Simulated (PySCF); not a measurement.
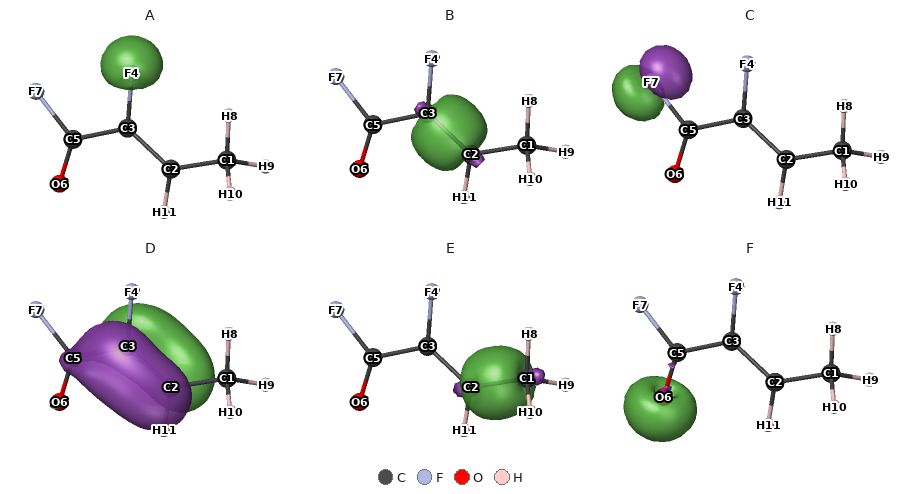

C4H4F2O, SMILES `C/C=C(\F)C(=O)F`. Pipek–Mezey orbitals, occupied; each surface holds about 80 % of the orbital's density. Energies are diagonal elements of the Fock matrix.

Level of theory: ωB97X/def2-TZVP (PySCF), at a geometry from GFN2-xTB. No frequency check shows the geometry to be a minimum.

Question: Identify each orbital.

Answer: By panel:
- A: lone pair on F4 (sp0.4-type) (F4 100 %; −28.1 eV)
- B: σ bond C3–C2 (C3 51 %, C2 49 %; −21.9 eV)
- C: lone pair on F7 (p-type) (F7 98 %; −15.3 eV)
- D: π bond C3–C2 (C3 53 %, C2 42 %, C5 4 %; −12.3 eV)
- E: σ bond C2–C1 (C2 51 %, C1 48 %; −19.0 eV)
- F: lone pair on O6 (sp0.7-type) (O6 99 %; −19.6 eV)

Question: Which has the smallest and which the largest spatial spread?

Answer: Smallest: A (0.58 Å); largest: D (1.21 Å).
